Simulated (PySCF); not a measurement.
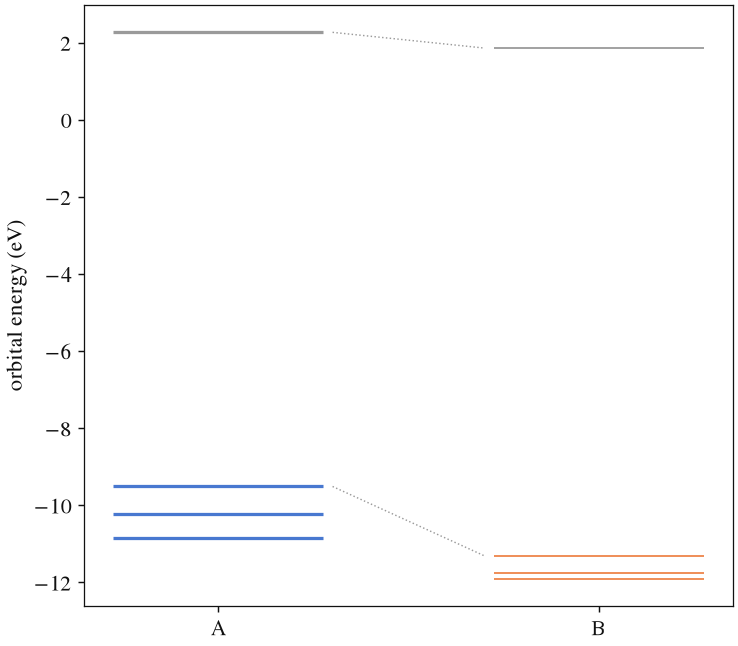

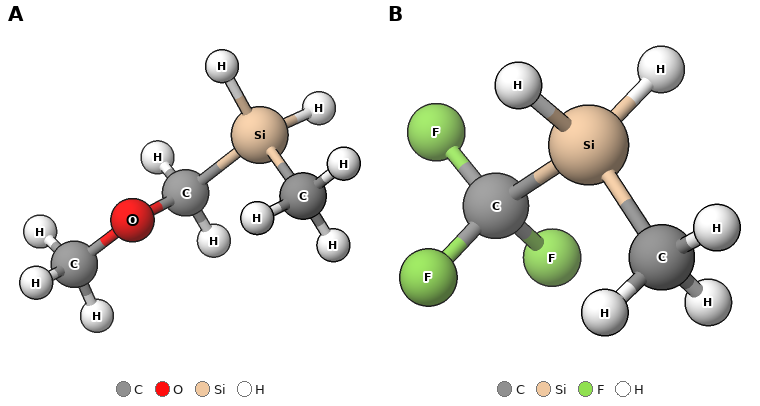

Related molecules: A is C₃H₁₀OSi, SMILES COC[SiH2]C; B is C₂H₅F₃Si, SMILES C[SiH2]C(F)(F)F. Frontier orbital energies, ωB97X-D/def2-SVPD in PySCF 2.14.0, at a PBE0-D3(BJ)/def2-SVP geometry (no frequency check); drawn are at most three filled levels and, in grey, the LUMO with any level within 0.03 eV of it; dotted lines join the HOMOs and the LUMOs.

Q: What does the change do to the frontier levels?

A: From A to B the HOMO falls by 1.80 eV and the LUMO falls by 0.41 eV, so the separation goes from 11.78 to 13.17 eV.

Q: Does the ΔSCF ionisation energy follow the HOMO?

A: A: −ε(HOMO) 9.51, ΔSCF 9.89 eV; B: −ε(HOMO) 11.31, ΔSCF 11.74 eV.

Limits of at least one run: empty levels above zero depend strongly on the basis; one conformer of a flexible molecule.
